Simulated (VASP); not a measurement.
Band structure of YAs (space group Fm-3m). These are LDA (Ceperley-Alder, Perdew-Zunger), VASP's LDA PAW potentials (set 64) (plane waves; VASP 6.6.1) values and carry that method's errors.

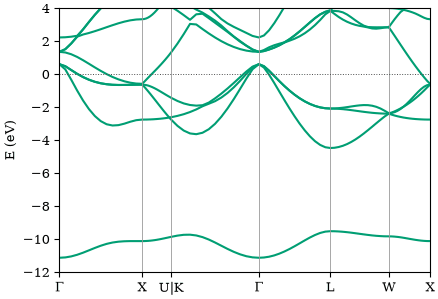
*Bands along high-symmetry lines, zero at the valence-band maximum or, without a gap, the Fermi level*

Read the plot: is there a gap, and where are the band edges?

It has no gap at this level: it comes out as a metal or semimetal. (Edges off the drawn lines would not show.)

The structure comes from a computed database's YAs entry (Fm-3m); how it stands against other phases isn't given here. It was relaxed first, which changed the volume by -6 %.
